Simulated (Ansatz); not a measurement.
## Response to strain in P

The reference is P in the black-P type structure (space group Cmce, No. 64; a = 3.302 Å, b = 10.691 Å, c = 4.467 Å; layered, stacked along the Cartesian y axis). Axes: x, y, z lie along a, b, c of the conventional cell.

Strains are applied to the cell and any free atomic positions relax; under biaxial strain the out-of-plane vector relaxes too.

Calculations: r2SCAN+rVV10, PAW, 500 eV (Ansatz, a first-principles code; scalar-relativistic without spin-orbit coupling), earlier PAW set.

Notes on the quantities. pressure: mean of the normal stresses, compression positive.

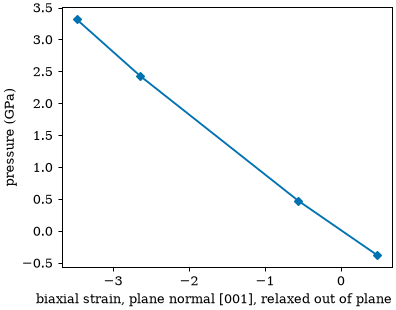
*Pressure against biaxial strain, plane normal [001], relaxed out of plane*

```tsv
biaxial strain, plane normal [001], relaxed out of plane (%)	pressure
-3.48	3.3 GPa
-2.64	2.4 GPa
-0.56	0.5 GPa
0.48	-0.4 GPa
```

The mesh was chosen for an insulator and is coarse for the gapless case. Whether these cells are dynamically stable was not tested.
